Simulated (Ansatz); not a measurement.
Partial pair distribution functions of a relaxed model of amorphous Zr20O42Si, broadened by 0.06 Å; density 5.14 g/cm³. Method: PBE, scalar-relativistic without spin-orbit coupling (plane waves to 420 eV, PAW; Ansatz, an electronic-structure program).

It comes from a melt-quench run on a machine-learned potential (CHGNet), relaxed afterwards by DFT. O atoms were pushed apart under 1.9 Å during the dynamics, to hinder bonds among them. The hot cell started wider than the set density and was brought back towards it in steps. It is the lowest in DFT energy of 2 quenches. It is a model cell: composition and starting density were chosen by hand, and all elements were melted together. No dispersion term was used. Its density started from a set value of 5.14 and ended at 5.14 g/cm³. The quench (nominally 300 K/ps over its main leg) was far faster than any real one, so the model tends to hold more defects than a real film. A cell of this size samples the disorder only roughly. The volume was held where the preparation left it and the shape relaxed, at a PBE pressure of -1.2 GPa (tension). Stress components on the final sampling reach 1.2 GPa.

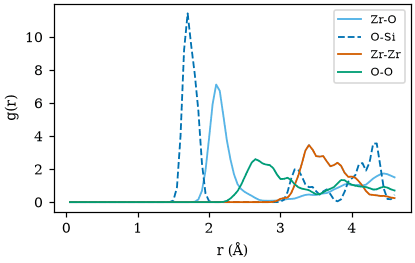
Figure. Partial pair distribution functions

Highest peaks under 4.5 Å: Zr-O near 2.10 Å, O-Si near 1.70 Å, Zr-Zr near 3.40 Å, O-O near 2.65 Å; pairs of few atoms are noisy.

Within 2.74 Å each Zr has 6.60 O neighbours on average.
